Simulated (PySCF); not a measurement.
SMILES COC(=O)c1ccc(OC)cc1 at its GFN2-xTB optimised geometry (Å):

```
22

C     -1.2988    -4.1586     0.0233
O     -0.6028    -2.9232     0.0198
C     -1.3734    -1.8204     0.0006
O     -2.5806    -1.8674    -0.0132
C     -0.5835    -0.5734     0.0000
C     -1.2613     0.6421    -0.0002
C     -0.5744     1.8396     0.0003
C      0.8193     1.8375     0.0003
O      1.5980     2.9464     0.0012
C      0.9800     4.2122    -0.0036
C      1.5023     0.6159     0.0000
C      0.8123    -0.5734     0.0000
H     -1.9589    -4.2209     0.8913
H     -1.9025    -4.2574    -0.8815
H     -0.5398    -4.9360     0.0629
H     -2.3408     0.6302    -0.0005
H     -1.1287     2.7646     0.0009
H      1.7933     4.9360    -0.0049
H      0.3644     4.3616     0.8888
H      0.3666     4.3556    -0.8984
H      2.5806     0.6367    -0.0003
H      1.3439    -1.5115    -0.0007
```

Computed with PBE/def2-SVP (PySCF).

Map of the HOMO amplitude (bohr^(-3/2)) on the plane z = 0.8 Å; orbital energy -5.55 eV, overall sign arbitrary:

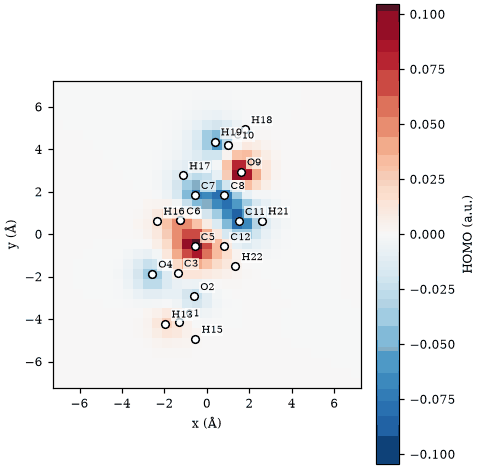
HOMO amplitude (bohr^(-3/2)) on the plane z = 0.8 Å.
